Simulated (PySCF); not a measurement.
C7H14O3

```yaml
atoms:
  - { symbol: C, position_ang: [-2.6605, 1.2356, 0.5982] }
  - { symbol: C, position_ang: [-2.3618, -0.0161, -0.2184] }
  - { symbol: C, position_ang: [-1.0833, -0.7130, 0.2411] }
  - { symbol: C, position_ang: [-0.8708, -2.0557, -0.4494] }
  - { symbol: O, position_ang: [0.0144, 0.1665, -0.0772] }
  - { symbol: C, position_ang: [1.1189, 0.0574, 0.6371] }
  - { symbol: O, position_ang: [1.2933, -0.7024, 1.5594] }
  - { symbol: C, position_ang: [2.2189, 0.9967, 0.1526] }
  - { symbol: C, position_ang: [2.7308, 0.4840, -1.2021] }
  - { symbol: O, position_ang: [3.2387, 1.0522, 1.1102] }
  - { symbol: H, position_ang: [-3.5803, 1.7009, 0.2529] }
  - { symbol: H, position_ang: [-2.7737, 0.9871, 1.6515] }
  - { symbol: H, position_ang: [-1.8513, 1.9545, 0.4986] }
  - { symbol: H, position_ang: [-3.1883, -0.7222, -0.1291] }
  - { symbol: H, position_ang: [-2.2487, 0.2477, -1.2714] }
  - { symbol: H, position_ang: [-1.0930, -0.8580, 1.3290] }
  - { symbol: H, position_ang: [-1.6935, -2.7252, -0.2161] }
  - { symbol: H, position_ang: [0.0555, -2.5084, -0.1041] }
  - { symbol: H, position_ang: [-0.8163, -1.9176, -1.5267] }
  - { symbol: H, position_ang: [1.8078, 2.0056, 0.0304] }
  - { symbol: H, position_ang: [3.1069, -0.5314, -1.0966] }
  - { symbol: H, position_ang: [1.9281, 0.4993, -1.9334] }
  - { symbol: H, position_ang: [3.5427, 1.1212, -1.5408] }
  - { symbol: H, position_ang: [3.1538, 0.2609, 1.6660] }
```

Geometry: GFN2-xTB.

These are results of PBE0/pcSseg-1, SCF density, gas phase, non-relativistic in PySCF, not measurements.

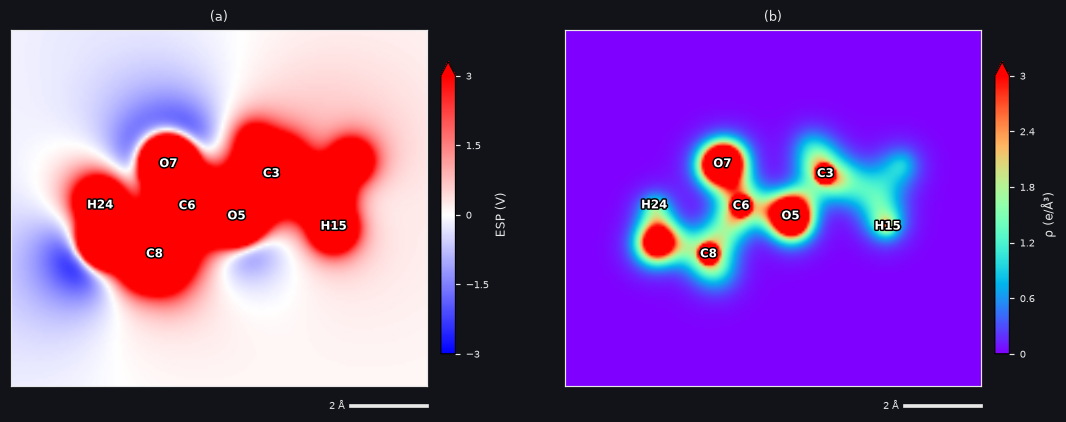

Figure 1. (a) electrostatic potential; (b) total electron density on the plane of atoms O7, C6 and C8.

> What does the map show?

Atoms in the plane: C, O and H. C–O (1.21 Å): ρ at the midpoint is about 3.3 e/Å³. C–C (1.53 Å): ρ is about 1.7 e/Å³ halfway. C–O (1.32 Å): the density is about 2.6 e/Å³ at the midpoint. Outside the dense part of the molecule the potential is most negative (−2.3 V) near O10, which lies off the plane.

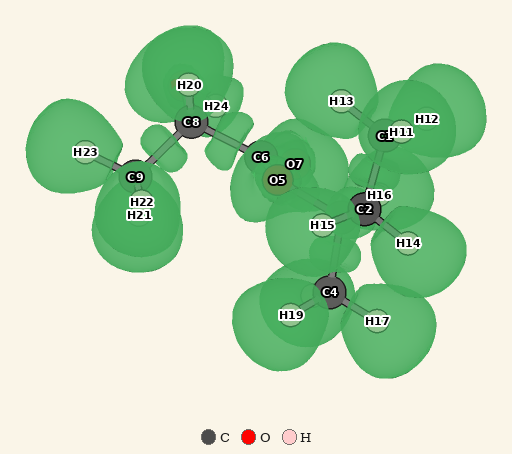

Figure 2. Isosurface of the electron localisation function at 0.75 (green), seen at an oblique angle. Core shells and regions of very low density are left out.

> Where are the electrons localised?

At this value the surface marks out five regions between bonded C–C atoms (shared pairs), 13 regions around hydrogen nuclei, two regions on O in which the atom's valence shell and bonds are merged and one joined region spread over several atoms (H, O), in which their bonds and any lone pairs are merged. Profiles from the grid: C–O (1.21 Å): the ELF peaks at about 0.85 between the atoms (a multiple bond). C–C (1.52 Å): the ELF peaks at about 0.95 between the atoms (a covalent bond).

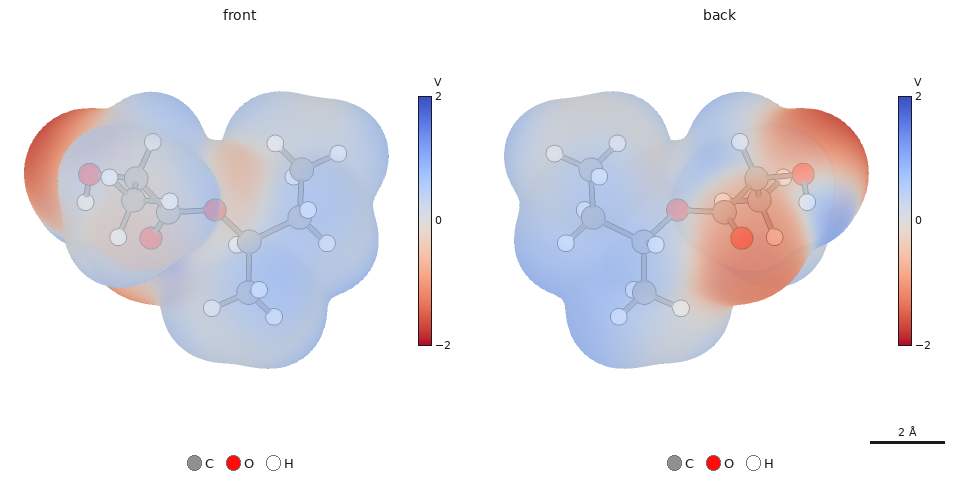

Figure 3. The electrostatic potential painted on the density surface at 0.001 e/bohr³, seen from the front and from behind; red is negative and blue positive.

> Where is the surface potential most negative and most positive?

The most negative region (about −1.5 V, or −35 kcal/mol for a unit charge) lies over O10, the most positive (about +0.8 V, or +18 kcal/mol for a unit charge) over H24. O10 is the likeliest acceptor of a hydrogen bond.

> How polar is the molecule by this calculation?

Its dipole moment is 3.28 D.

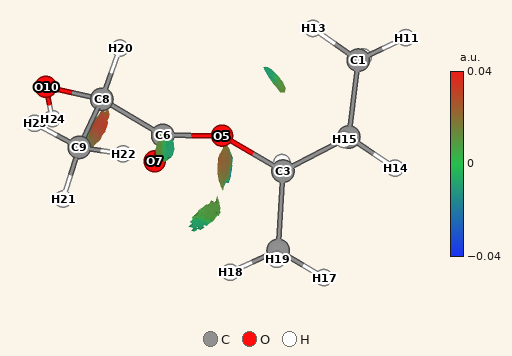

Figure 4. Non-covalent interaction (NCI) plot: the surface where the reduced density gradient is 0.5, for densities under 0.05 a.u., coloured by sign(λ₂)ρ; seen across its widest extent.

> What holds or crowds the atoms apart from the covalent bonds?

H24···O7 (2.1 Å): a hydrogen bond (blue, attractive); between C3 and H16 on one side and O7 and C6 on the other: a weak contact, attractive (blue-green) on one side and crowded (olive to red) on the other; near H13, O5 and C1: mostly steric crowding (olive to red); near H18, O7 and C4: mostly steric crowding (olive to red); near H22, O5 and C9: mostly steric crowding (olive to red).
